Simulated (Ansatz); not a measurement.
The starting structures come from a database of crystals and need not be the phases stable at ambient conditions.

 Where the default PAW files enter, the runs use the earlier of Ansatz's two default sets.

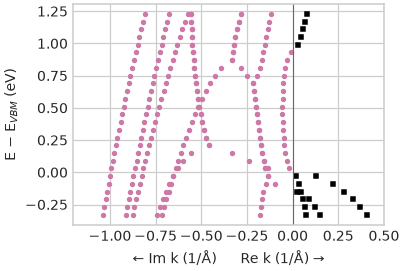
*Complex bands at the centre of the two-dimensional zone; r2SCAN in Ansatz (an electronic-structure program)*

No gap correction and no spin-orbit coupling; mid-gap values are interpolated between computed energies.

Problem. This is AlInSb₂ (P-4m2, not sure to be the ambient phase, 4 atoms a cell, 32.2 Å³ an atom) along the normal of (100). Read off the slowest decay at the centre of the two-dimensional zone at 0.45 eV, the computed energy nearest the middle of the gap.

Solution. κ ≈ 0.06 1/Å, a decay length 1/(2κ) of the density of 9.0 Å.
